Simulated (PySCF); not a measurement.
# CH7Cl3P2Si3 (SMILES Cl[SiH2]C(Cl)(Cl)[SiH]1P[SiH2]P1): what the fields show

```xyz
16

Cl   -3.4098    1.3180   -1.1357
Si   -2.8837    0.0203    0.2891
C    -1.2493   -0.7905   -0.3035
Cl   -0.6183   -1.7931    1.0343
Cl   -1.6124   -1.8563   -1.6908
Si    0.2411    0.3022   -0.8221
P     0.8393    1.4030    1.0623
Si    2.6044   -0.0286    0.9687
P     1.9763   -1.1404   -0.9095
H    -2.6036    0.7216    1.5333
H    -3.8625   -1.0493    0.4117
H    -0.0889    1.0873   -2.0130
H     1.4703    2.4324    0.3899
H     3.8851    0.6644    0.8250
H     2.5779   -0.9207    2.1248
H     2.7265   -0.3614   -1.7760
```

Geometry: GFN2-xTB.

Theory: PBE0/pcSseg-1, SCF density, gas phase, non-relativistic in PySCF.

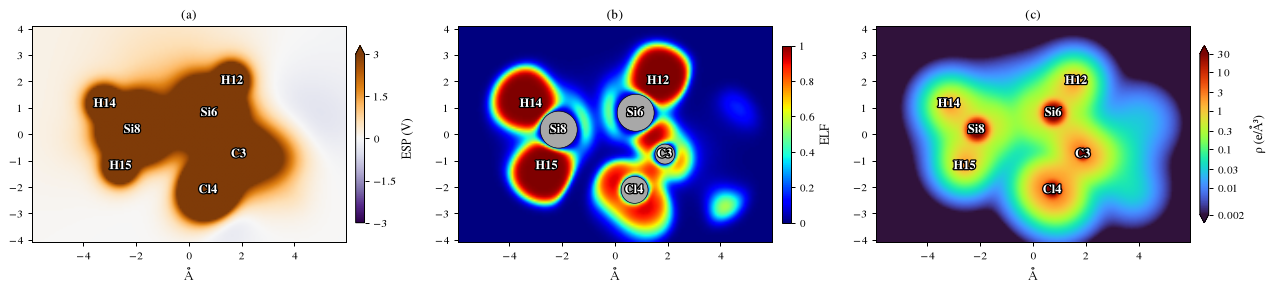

Figure 1. (a) electrostatic potential; (b) ELF; (c) electron density on the plane of atoms C3, Si6 and H12. Grey discs cover the atomic cores in the ELF map.

> Interpret the plot.

The section cuts through C, Cl, Si and H sites. C–Cl (1.79 Å): the density is about 1.3 e/Å³ at the midpoint; the ELF peaks at about 0.85 between the atoms, as expected for localised, covalent bonding. C–Si (1.92 Å): the density is about 0.9 e/Å³ at the midpoint; the ELF peaks at about 0.95 between the atoms; a covalent bond. Si–H (1.46 Å): the density is about 0.82 e/Å³ at the midpoint; the ELF climbs to about 1 towards the hydrogen, as it does in any bond to H. The ELF also peaks beside Cl4, away from the bonds: lone-pair regions. Outside the dense part of the molecule the potential is most negative (−0.4 V) near Cl1, which lies off the plane.

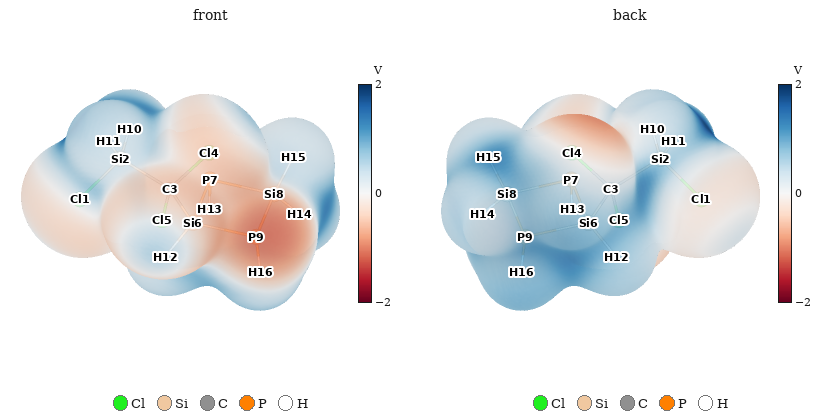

Figure 2. The electrostatic potential painted on the density surface at 0.002 e/bohr³, seen from the front and from behind; the colour scale runs from red (negative) to blue (positive).

> Which sites attract a positive test charge, and which a negative one?

A positive charge is drawn to the negative regions and a negative charge to the positive ones. The most negative region (about −1.1 V) lies over P9, the most positive (about +1.6 V) over Si2. Cl4 shows a σ-hole: about +0.6 V at the tip opposite its bond, against about −0.3 V on its flanks. Cl5 shows a σ-hole: about +0.5 V at the tip opposite its bond, against about −0.3 V on its flanks.

> How polar is the molecule by this calculation?

Its dipole moment is 1.87 D.
